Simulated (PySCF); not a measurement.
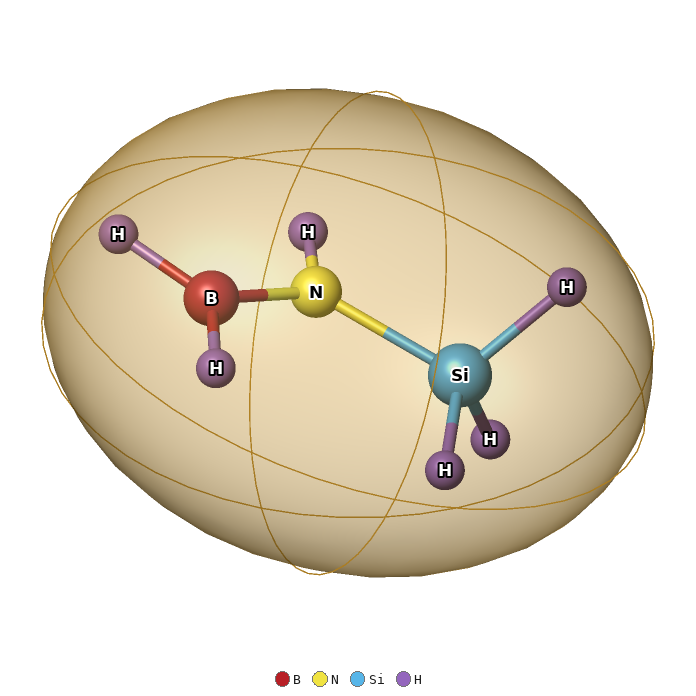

The ellipsoid shows the static dipole polarisability: its half-axes are proportional to the principal values. Computed geometry: PBE0-D3(BJ)/def2-SVP optimisation. No frequency run is at hand to confirm it as a minimum. Computed with ωB97X-D/def2-SVPD in chloroform (IEF-PCM) (PySCF 2.14.0).

Question: How large and how anisotropic is the polarisability?

Answer: Principal values 53.3, 59.9, 73.6 bohr³; mean 62.3 bohr³ (9.23 Å³); anisotropy 18.0 bohr³, so the longest axis is 1.38 times the shortest.
